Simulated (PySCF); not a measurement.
```xyz
2

Ga    0.0000    0.0000   -0.7633
P     0.0000    0.0000    1.6987
```

The calculation used PBE0/def2-TZVPP, non-relativistic Hamiltonian with scalar-relativistic core potentials where named, at a bond length of 2.462 Å in PySCF 2.14.0.

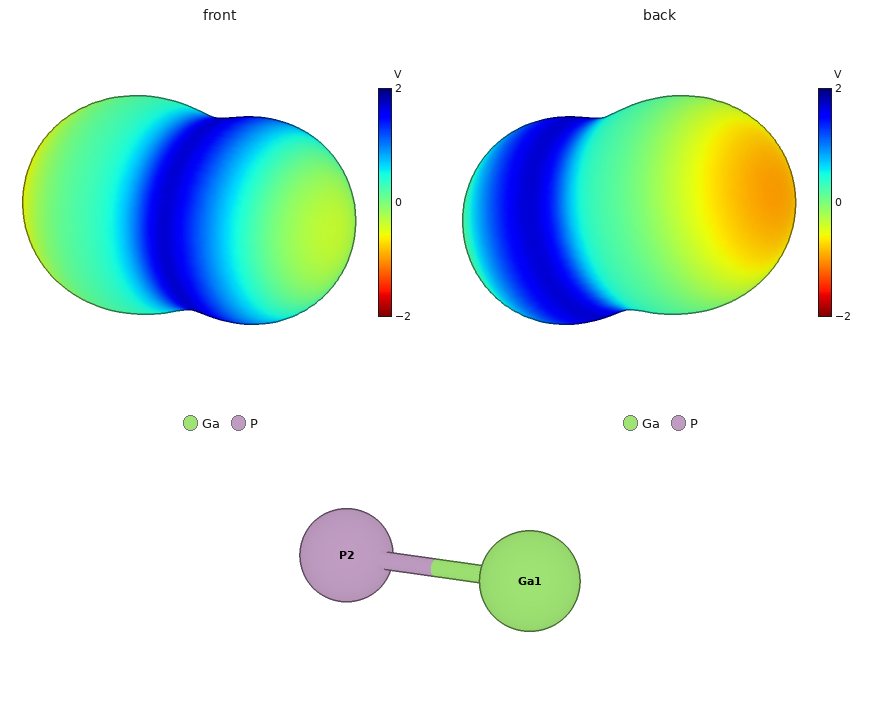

GaP (triplet). The molecular electrostatic potential painted on the density surface at 0.002 e/bohr³, seen from the front and from behind; the colour scale runs from red (negative) to blue (positive). The bare structure is drawn below in the same view.

Q: Which sites attract a positive test charge, and which a negative one?

A: A positive charge is drawn to the negative regions and a negative charge to the positive ones. The most negative region (about −1.0 V) lies over P2, the most positive (about +1.7 V) over Ga1.
